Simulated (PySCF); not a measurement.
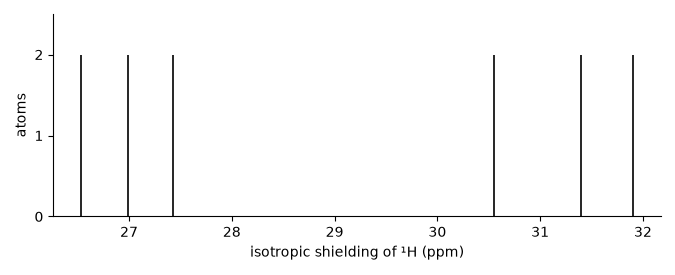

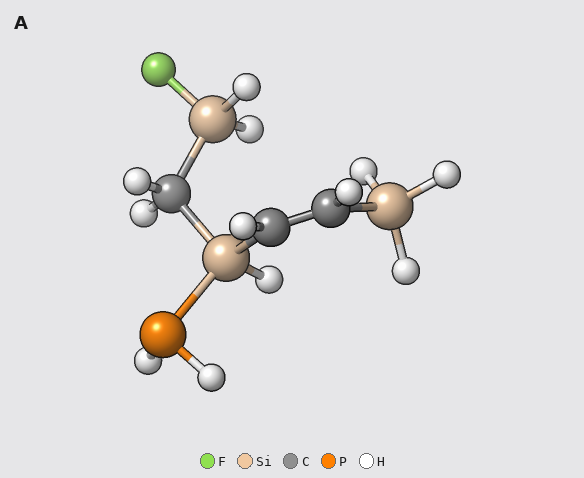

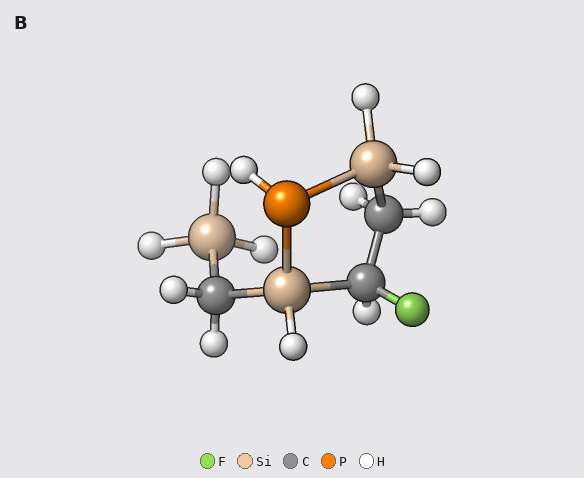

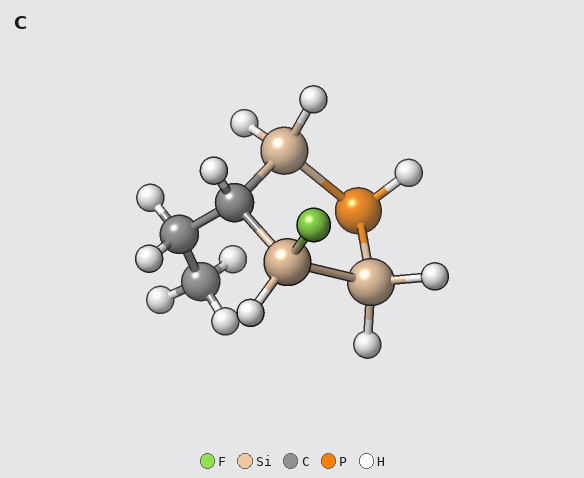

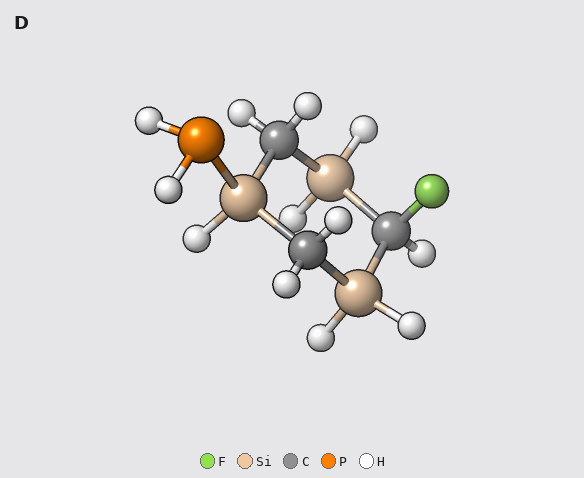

The sticks are computed shieldings of one of the molecules, for one fixed geometry (GFN2-xTB) without averaging over rotations. Low shielding means a high chemical shift. Method: GIAO PBE0/pcSseg-1 NMR shielding, non-relativistic, gas phase (PySCF 2.14.0).

### Match the spectrum to a structure.

D, `F[C@H]1[SiH2]C[Si@@H](P)C[SiH2]1`. Its 12 H atoms give lines at 26.53 (2 atoms), 26.99 (2 atoms), 27.43 (2 atoms), 30.55 (2 atoms), 31.40 (2 atoms), 31.90 (2 atoms) ppm.

The geometry is semi-empirical. Around P, Si such bond lengths and angles can be off by a tenth of an ångström or more and by several degrees, and values that hang on the shape move with them.
